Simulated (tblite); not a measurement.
# Run report: C4H10ClSi, frequency calculation

System: C4H10ClSi, multiplicity 2.
Method: GFN2-xTB harmonic vibrations, gas phase (tblite 0.8.0).

It belongs to a series of runs on one base structure; here: H removed from Si.

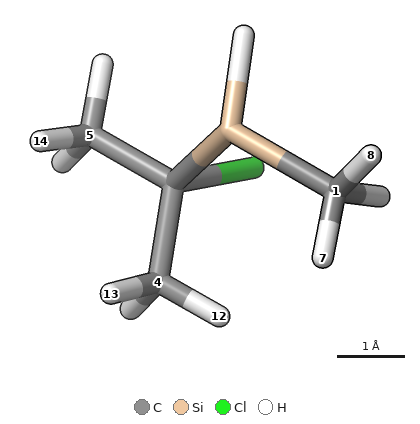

*The structure (stick view, seen at a tilt; atoms are numbered from 1 in the order of the input).*

**Results in brief**

- outcome: converged
- total energy: −541.0094 eV
- zero-point energy: 79.8110 kcal/mol
- hardware: 1 CPU thread, shared host
- peak memory: 0.18 GiB

**Input**
```
{"job": {"kind": "ir", "xc": "GFN2-xTB", "basis": "xTB"}, "charge": 0, "multiplicity": 2}
C      2.425905    -0.513025     0.529774
Si     0.997583     0.669676     0.928446
C     -0.588429     0.219766    -0.055880
C     -1.011000    -1.230506     0.087746
C     -1.742842     1.160196     0.234986
Cl    -0.130903     0.469762    -1.817665
H      2.240072    -1.522370     0.885728
H      3.345194    -0.165423     0.990623
H      2.590264    -0.561764    -0.545157
H      1.321422     2.078063     0.689806
H     -1.866252    -1.450911    -0.550627
H     -0.200310    -1.902159    -0.184832
H     -1.292638    -1.425564     1.121255
H     -2.044017     1.053148     1.275639
H     -1.452142     2.194430     0.065922
H     -2.599507     0.935626    -0.399693
```

The first line tells a small driver script what to run in tblite; the rest is the geometry in Å.

Run as:
```bash
OMP_NUM_THREADS=1 python <driver script> task.json out
```

**The program's output**
```
mode    cm-1     km/mol
  1      55.6      0.66
  2     108.7      0.56
  3     133.9      0.58
  4     183.5      6.72
  5     218.4      0.12
  6     241.5      2.10
  7     249.1      0.87
  8     319.7      2.15
  9     329.7      0.07
 10     347.8      6.09
 11     471.4     21.52
 12     531.3      2.74
 13     612.7     70.16
 14     637.0     13.01
 15     762.9     77.20
 16     821.3     51.53
 17     834.1     69.12
 18     948.6      5.19
 19     965.5      0.07
 20    1013.6      1.18
 21    1107.8     38.80
 22    1181.1      0.04
 23    1198.5      2.48
 24    1359.8      8.53
 25    1403.0     12.63
 26    1416.0      7.60
 27    1472.8      0.54
 28    1480.1      2.60
 29    1482.5      0.68
 30    1490.0      6.27
 31    1493.1      1.01
 32    1504.7      3.06
 33    2240.4    262.63
 34    3002.7     18.76
 35    3006.2      2.38
 36    3009.0     46.39
 37    3015.0      0.27
 38    3020.7     45.17
 39    3035.3      9.19
 40    3036.2     22.67
 41    3037.7     14.77
 42    3049.2     17.66
```

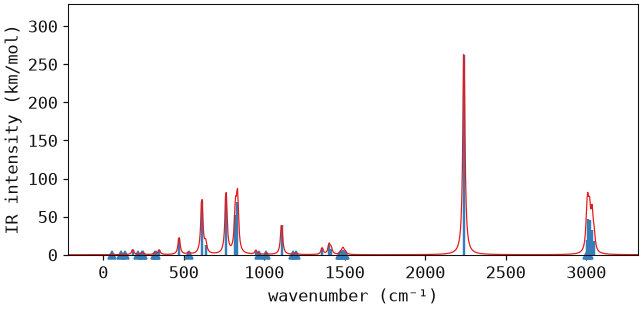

*Harmonic infrared spectrum, unscaled: sticks (degenerate modes added up, dark ones marked on the axis) with a Lorentzian envelope of 16 cm⁻¹ full width, scaled to the tallest stick.*

42 modes from 56 to 3049 cm⁻¹, none imaginary. The strongest line is at 2240 cm⁻¹ (263 km/mol).
